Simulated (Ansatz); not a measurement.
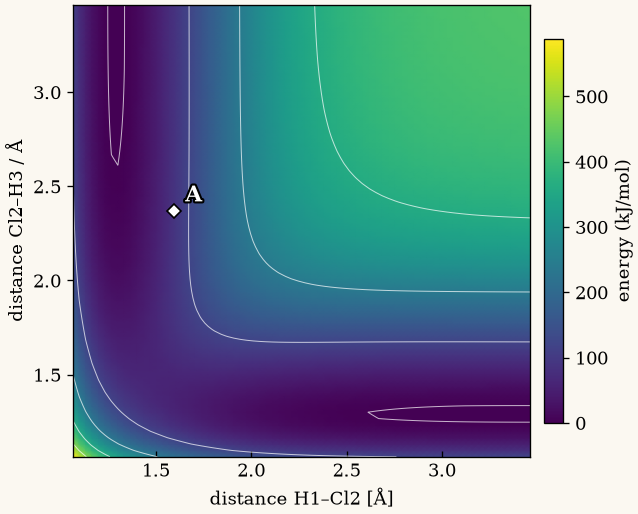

The system H + ClH, spin multiplicity 2. The first coordinate is: distance H1–Cl2; the second: distance Cl2–H3. Nothing is relaxed (the angle H1–Cl2–H3 is fixed at 160 degrees). Grid: 17 × 17 points; 153 points were computed and 136 follow by symmetry. Energies are in kJ/mol, from the lowest grid point. In part of the range the unrestricted reference is strongly spin-contaminated. Method: UKS PBE0-D4/def2-SVPD (Ansatz).

Drawn: a smooth colour map with a few white contour lines, the point A. Between grid points the surface is interpolated.

Is A at rest? If not, where is it pushed?

A, at distance H1–Cl2 = 1.593 Å, distance Cl2–H3 = 2.367 Å, is not a stationary point. The computed force is 420 kJ/mol for each Å towards smaller values of distance H1–Cl2 and 9.5 kJ/mol for each Å towards larger values of distance Cl2–H3.
